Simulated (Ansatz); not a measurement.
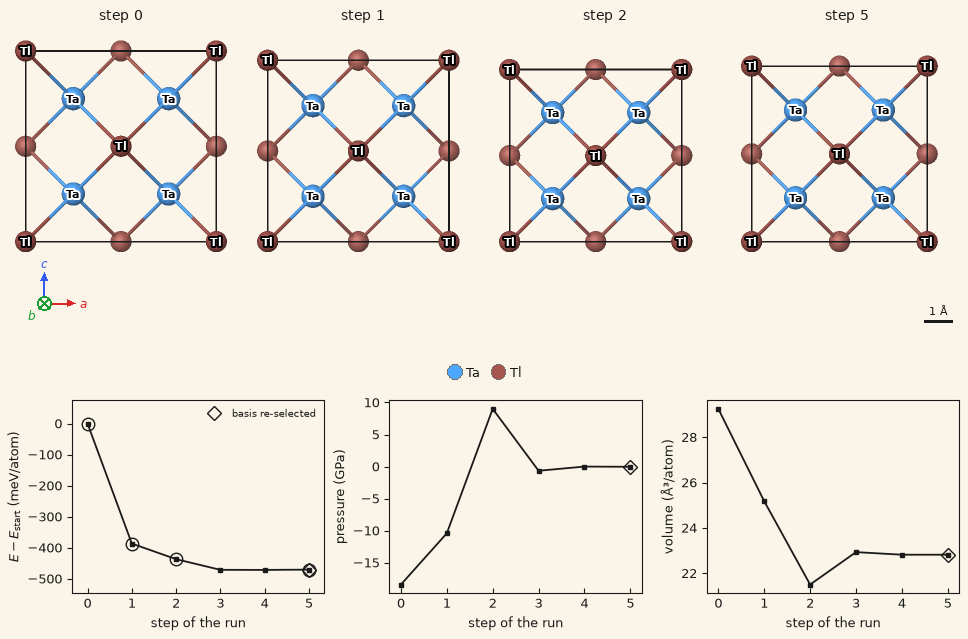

Frames of a relaxation of solid Ta2Tl (a generated structure, set up in Fm-3m) (coarse preliminary run), marked on the history of the run. The picture is a ball-and-stick view of the conventional cell (4 times the calculation's cell), seen along the b axis. Lengths and directions refer to the drawn axes.

Level of theory: Ansatz 0.2.0, DFT PBE, scalar-relativistic, plane waves, PAW. (plane-wave cutoff 420 eV; k-point mesh 4 × 4 × 4; occupations gaussian; smearing width 0.1 eV; no spin polarisation; cell and atoms relaxed; force threshold 0.04 eV/Å; at most 70 steps)

Question: What happens along the run?

Answer: After 4 accepted moves (5 points after the start) the energy has fallen by 471 meV per atom. All forces vanish by symmetry, so only the cell relaxes. Pressure: −18.42 GPa at the start and −0.04 GPa at the end. The SCF was repeated once at an unchanged geometry on a basis and grid sized afresh for the cell, which shifted the energy by 0.9 meV per atom at most. The atoms keep their places relative to the cell (all moves are under 0.005 Å). The volume changes by −22.0 %, with a = b = c 7.054 → 6.493 Å (−7.9 %). Near-neighbour distances that change, for instance: Ta–Ta 3.527 → 3.247 Å, Ta–Tl 3.054 → 2.812 Å. The space group stays Fm-3m (No. 225). The run took 6.1 s on 1 thread of Intel(R) Xeon(R) Platinum 8375C CPU @ 2.90GHz (Ice Lake), on a shared host, peak memory 0.45 GiB. From step 0 to 1: volume −13.9 %, energy −387 meV per atom. From step 1 to 2: volume −14.6 %, energy −50.2 meV per atom. From step 2 to 5: volume +6.1 %, energy −33.7 meV per atom.

| step | E − E(0), meV/atom | pressure, GPa | volume, Å³/atom | note |
| --- | --- | --- | --- | --- |
| 0 | 0.00 | -18.42 | 29.247 |  |
| 1 | -386.74 | -10.42 | 25.175 |  |
| 2 | -436.99 | 9.00 | 21.500 |  |
| 3 | -471.31 | -0.66 | 22.930 |  |
| 4 | -471.58 | -0.01 | 22.816 |  |
| 5 | -470.69 | -0.04 | 22.816 | same geometry, new basis |
